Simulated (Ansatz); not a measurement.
# C4H9AlClN (SMILES [Cl][AlH][N]1CCCC1): what the fields show

Input

```
crystal:
  periodic: [false, false, false]
  atoms:
    - {symbol: C, position_ang: [0.836461, -0.048229, 0.458749]}
    - {symbol: C, position_ang: [0.521577, -1.399365, 1.122718]}
    - {symbol: C, position_ang: [0.967022, -2.449518, 0.082169]}
    - {symbol: C, position_ang: [1.503488, -1.613934, -1.092445]}
    - {symbol: Al, position_ang: [0.032755, 0.568605, -2.259225]}
    - {symbol: Cl, position_ang: [-0.971983, 2.339582, -1.708411]}
    - {symbol: N, position_ang: [0.832653, -0.333492, -0.964231]}
    - {symbol: H, position_ang: [0.048974, 0.067885, -3.751119]}
    - {symbol: H, position_ang: [0.119557, 0.746467, 0.713386]}
    - {symbol: H, position_ang: [1.838986, 0.301627, 0.778017]}
    - {symbol: H, position_ang: [1.038969, -1.509526, 2.087164]}
    - {symbol: H, position_ang: [-0.557014, -1.484376, 1.321827]}
    - {symbol: H, position_ang: [1.729293, -3.140289, 0.471788]}
    - {symbol: H, position_ang: [0.111524, -3.060111, -0.242906]}
    - {symbol: H, position_ang: [1.322167, -2.075765, -2.075884]}
    - {symbol: H, position_ang: [2.600562, -1.488146, -0.990808]}
basis:
  gaussian:
    orbitals: def2-SVPD
hamiltonian:
  xc: {name: PBE0}
output:
  forces: true
  orbitals: {seedname: orbitals}
```

Command:

```sh
ansatz run input.yaml --threads 2 --pin off --max-ram 5220MiB --events-out events.jsonl --progress --plain --runs-dir runs
```

Geometry: PBE0-D3(BJ)/def2-SVP.

These are results of isolated molecule in a Gaussian basis; Kohn-Sham density functional theory, functional PBE0 (Ansatz 0.2.0), not measurements.

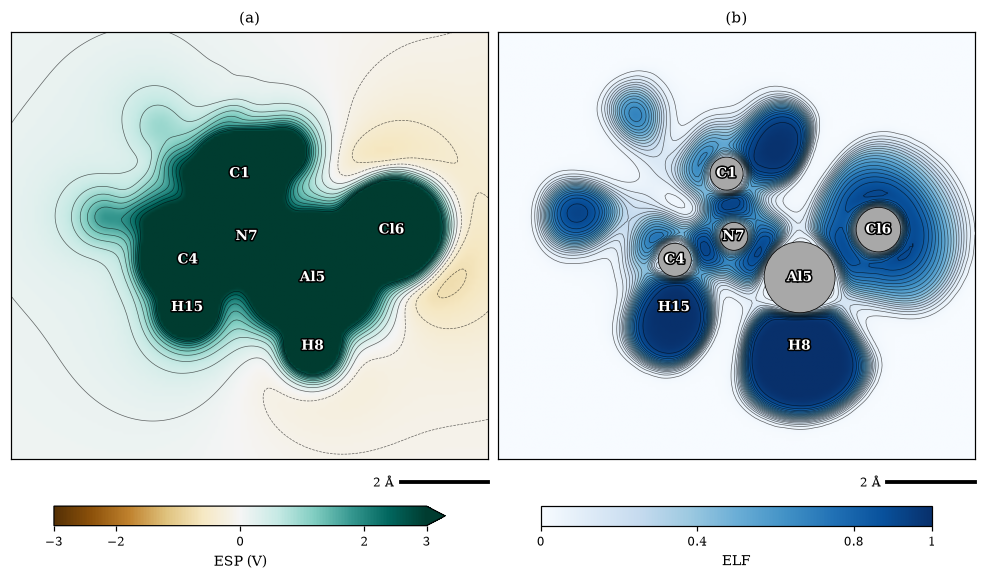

Figure 1. (a) molecular electrostatic potential; (b) electron localisation function on the plane of atoms C4, N7 and Al5. Grey discs cover the atomic cores in the ELF map.

What does the map show?

Answer. Atoms in the plane: C, Al, Cl, N and H. C–N (1.45 Å): the ELF peaks at about 0.95 between the atoms, as expected for a covalent bond. Al–N (1.77 Å): the ELF peaks at about 0.90 in the valence shell of N, 0.7 Å from its nucleus, and is about 0.65 at the midpoint. Al–Cl (2.11 Å): the ELF peaks at about 0.90 in the valence shell of Cl, 0.9 Å from its nucleus, and is about 0.80 at the midpoint. C–H (1.10 Å): the ELF climbs to about 1 towards the hydrogen, as it does in any bond to H (an ordinary covalent bond to hydrogen). Al–H (1.57 Å): the ELF climbs to about 1 towards the hydrogen. The ELF also peaks beside Cl6, away from the bonds: lone-pair regions. Outside the dense part of the molecule the potential is most negative (−0.8 V) near Cl6.

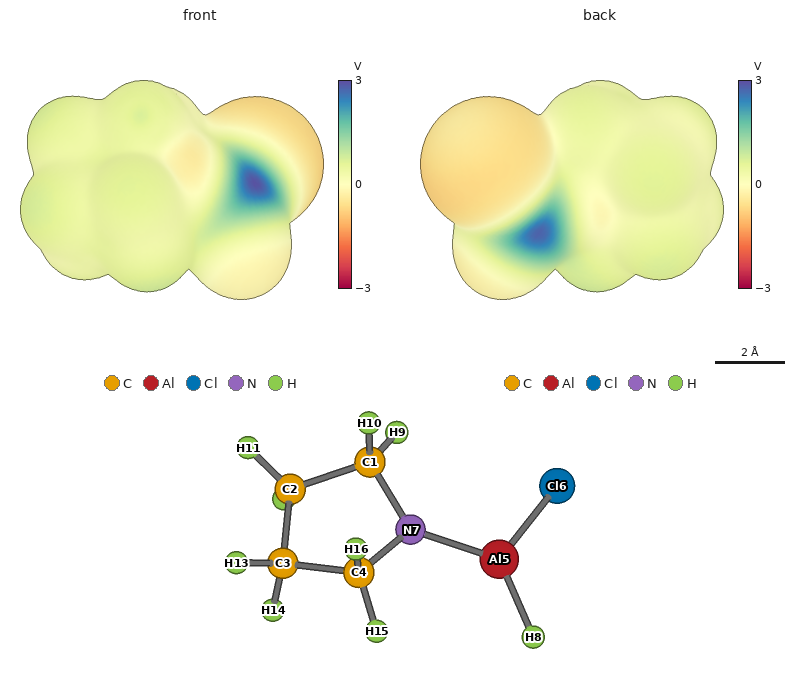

Figure 2. The molecular electrostatic potential painted on the density surface at 0.002 e/bohr³, seen from the front and from behind; the colour scale runs from red (negative) to blue (positive). The bare structure is drawn below in the same view.

Where is the surface potential most negative and most positive?

Answer. The most negative region (about −0.7 V, or −16 kcal/mol for a unit charge) lies over Cl6, the most positive (about +2.7 V, or +62 kcal/mol for a unit charge) over Al5.

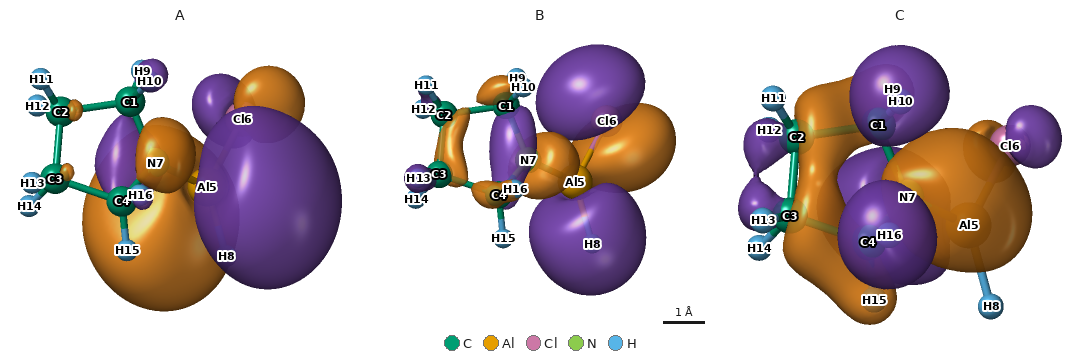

Figure 3. Three frontier orbitals at ±0.06 Å⁻³ᐟ² (orange and purple are the two phases), in no order.

Order the three orbitals by energy and name them.

Answer. B is the HOMO−1 (−8.84 eV). By Hirshfeld shares it lies mainly on Cl6 (about 55 %), H8 (about 20 %), Al5 (about 15 %) and N7 (about 5 %). C is the HOMO (−6.70 eV). It lies mainly on N7 (about 50 %), Al5 (about 15 %), C4 (about 5 %) and C1 (about 5 %). A is the LUMO (−0.63 eV). By Hirshfeld shares it lies mainly on Al5 (about 70 %), Cl6 (about 10 %), N7 (about 10 %) and H8 (about 10 %).

What is the HOMO–LUMO gap?

Answer. 6.07 eV between the orbital energies.
